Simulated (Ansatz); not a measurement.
# C₃H₃F₂I: what the fields show

```yaml
atoms:
  - { symbol: F, position_ang: [-1.8813, 0.4760, 1.0210] }
  - { symbol: C, position_ang: [-1.1558, -0.2743, 0.1483] }
  - { symbol: F, position_ang: [-0.8824, -1.4542, 0.7526] }
  - { symbol: C, position_ang: [0.0902, 0.4586, -0.2257] }
  - { symbol: C, position_ang: [1.2920, -0.0702, -0.0842] }
  - { symbol: I, position_ang: [3.0399, 0.9097, -0.5992] }
  - { symbol: H, position_ang: [-1.7987, -0.4819, -0.7154] }
  - { symbol: H, position_ang: [-0.0640, 1.4531, -0.6300] }
  - { symbol: H, position_ang: [1.4486, -1.0632, 0.3156] }
```

Geometry: PBE0-D4/def2-TZVP; core potentials replace the inner electrons of I.

These are results of Ansatz, RKS PBE0-D4/def2-TZVPP, not measurements.

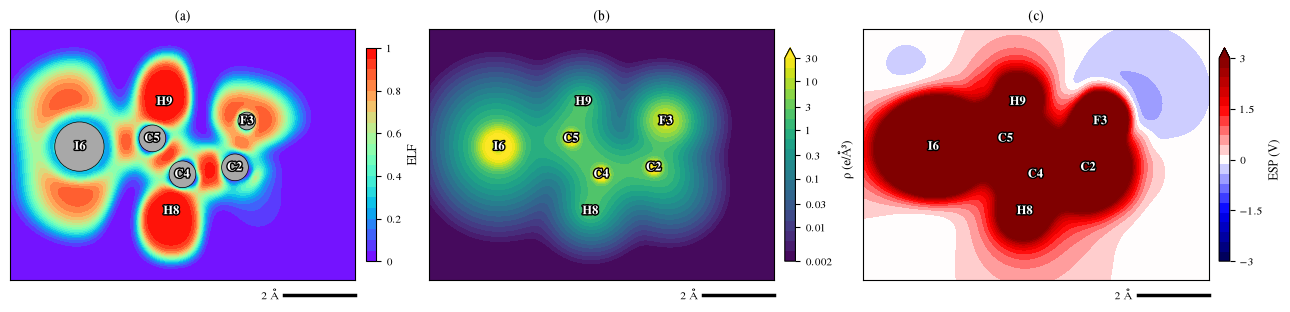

Figure 1. (a) electron localisation function; (b) electron density; (c) molecular electrostatic potential on the plane of atoms C4, C5 and H9. Grey discs cover the atomic cores in the ELF map.

**Describe what can be read from this map.**

- The plane passes through C, F, I and H nuclei.
- C–C (1.32 Å): the density is about 2.4 e/Å³ at the midpoint; the ELF peaks at about 0.95 between the atoms: a short, multiple covalent bond.
- C–F (1.35 Å): the density is about 2.3 e/Å³ at the midpoint, with its minimum of 1.8 e/Å³ about 0.5 Å from C; the ELF peaks at about 0.85 between the atoms, as expected for a shared but strongly polarised pair.
- C–I (2.07 Å): ρ is about 0.93 e/Å³ halfway; the ELF peaks at about 0.90 in the valence shell of C, 0.7 Å from its nucleus, and is about 0.65 at the midpoint.
- C–H (1.08 Å): ρ at the midpoint is about 2.1 e/Å³; the ELF climbs to about 1 towards the hydrogen, as it does in any bond to H: a covalent bond by its length.
- C–C (1.49 Å): the density is about 1.9 e/Å³ at the midpoint; the ELF peaks at about 0.95 between the atoms (a covalent bond).
- The ELF also peaks beside I6 and F3, away from the bonds: lone-pair regions.
- Outside the dense part of the molecule the potential is most negative (−0.6 V) near F3.

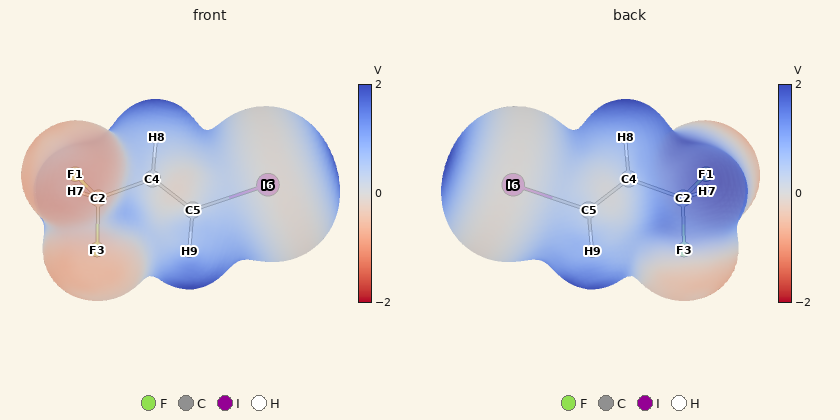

Figure 2. The electrostatic potential painted on the density surface at 0.004 e/bohr³, seen from the front and from behind; the colour scale runs from red (negative) to blue (positive).

**Which sites attract a positive test charge, and which a negative one?**

A positive charge is drawn to the negative regions and a negative charge to the positive ones. The most negative region (about −0.7 V, or −16 kcal/mol for a unit charge) lies over F1 and F3, the most positive (about +2.0 V, or +46 kcal/mol for a unit charge) over I6, H7, H8 and H9. I6 shows a σ-hole: about +1.9 V, or +44 kcal/mol for a unit charge at the tip opposite its bond, against about 0.0 V on its flanks.

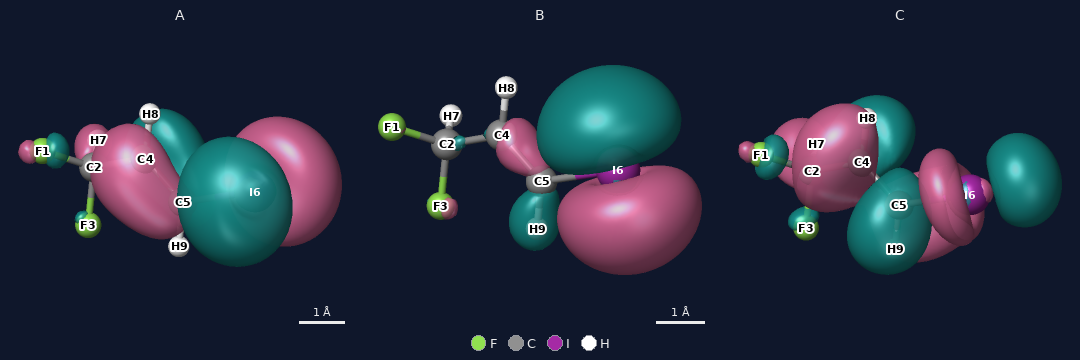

Figure 3. Three frontier orbitals at ±0.08 Å⁻³ᐟ² (teal and pink are the two phases), in no order.

**Order the three orbitals by energy and name them.**

B is the HOMO−1 (−7.83 eV). It lies mainly on I6 (about 90 %); largely a lone pair of I6. A is the HOMO (−7.40 eV). Its weight (Hirshfeld) is mainly on I6 (about 70 %), C4 (about 15 %) and C5 (about 10 %); largely a lone pair of I6. C is the LUMO (−0.96 eV). Its weight (Hirshfeld) is mainly on C5 (about 30 %), C4 (about 25 %), I6 (about 20 %) and C2 (about 5 %).

**What is the HOMO–LUMO gap?**

6.44 eV between the orbital energies.
